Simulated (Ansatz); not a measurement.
**H₇NO₆Si₂: density, localisation and related maps**

Input

```
crystal:
  periodic: [false, false, false]
  atoms:
    - {symbol: Si, position_ang: [1.107097, 0.761014, 0.929400]}
    - {symbol: O, position_ang: [0.662024, 2.086452, 1.813030]}
    - {symbol: O, position_ang: [1.786553, 1.041609, -0.541820]}
    - {symbol: O, position_ang: [2.245274, 0.003732, 1.868475]}
    - {symbol: N, position_ang: [-0.369582, -0.117550, 0.676438]}
    - {symbol: Si, position_ang: [-1.079965, -0.717694, -0.761580]}
    - {symbol: O, position_ang: [-2.731718, -0.653604, -0.648420]}
    - {symbol: O, position_ang: [-0.417464, 0.217980, -1.976488]}
    - {symbol: O, position_ang: [-0.752023, -2.273187, -1.215496]}
    - {symbol: H, position_ang: [1.384185, 2.488168, 2.310552]}
    - {symbol: H, position_ang: [1.144053, 0.981664, -1.273892]}
    - {symbol: H, position_ang: [2.827563, -0.592574, 1.383324]}
    - {symbol: H, position_ang: [-0.928175, -0.242496, 1.519765]}
    - {symbol: H, position_ang: [-3.098777, 0.177032, -0.323306]}
    - {symbol: H, position_ang: [-0.398843, -0.217796, -2.838461]}
    - {symbol: H, position_ang: [-1.380210, -2.942762, -0.921531]}
basis:
  gaussian: {orbitals: def2-TZVP, initial_orbitals: start.molden}
hamiltonian: {xc: pbe0, dispersion: d4}
scf: {omitted_lower_state_checks: [starts]}
output: {orbitals: {seedname: orbitals}}
```

Run with:

```sh
ansatz run in.yaml --threads 2 --pin off --events-out ev --progress --plain --max-ram 32768MiB --backend cuda --devices 0, --max-vram 18GiB
```

Geometry: r2SCAN-D4/def2-SVP.

All numbers below come from Ansatz 0.2.0, RKS PBE0-D4/def2-TZVP.

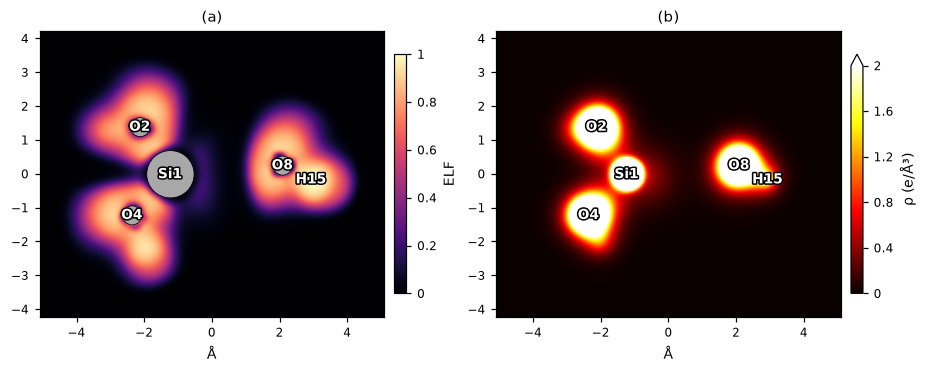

Figure 1. (a) electron localisation function; (b) total electron density on the plane of atoms O2, Si1 and O4. Grey discs cover the atomic cores in the ELF map.

**Read the bonding off the picture.**

Atoms in the plane: Si, O and H. Si–O (1.65 Å): the density is about 1.2 e/Å³ at the midpoint; the ELF peaks at about 0.90 between the atoms: a shared but strongly polarised pair. O–H (0.97 Å): ρ is about 3.7 e/Å³ halfway; the ELF climbs to about 1 towards the hydrogen, as it does in any bond to H: an ordinary covalent bond to hydrogen. The ELF also peaks beside O4, O8 and O2, away from the bonds: lone-pair regions.

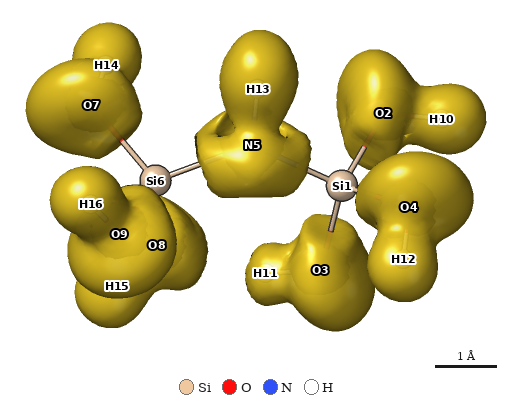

Figure 2. Isosurface of the electron localisation function at 0.75 (yellow), seen across its widest extent. Only the valence region is drawn (cores and ρ < 0.01 e/Å³ removed).

**Describe the localisation domains.**

The surface consists of one joined region spread over several atoms (H, N), in which their bonds and any lone pairs are merged and six joined regions spread over several atoms (H, O), in which their bonds and any lone pairs are merged. Along the contacts the grid gives the following. Si–O (1.64 Å): the ELF peaks at about 0.90 between the atoms: a polar covalent bond. Si–N (1.71 Å): the ELF peaks at about 0.90 between the atoms; a shared but strongly polarised pair.

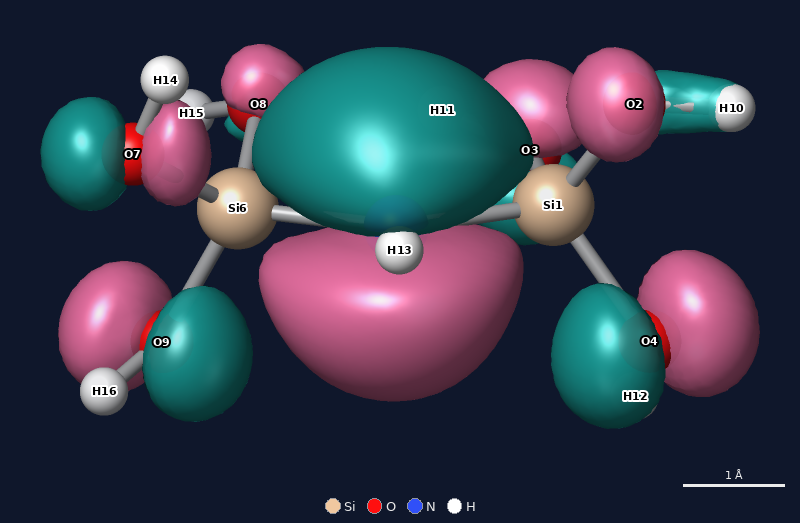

Figure 3. The HOMO at ±0.08 Å⁻³ᐟ² (teal and pink are the two phases), seen from one side.

**Describe this orbital and give its energy.**

By Hirshfeld shares it lies mainly on N5 (about 55 %) and O4 (about 10 %). Its energy is −8.02 eV.
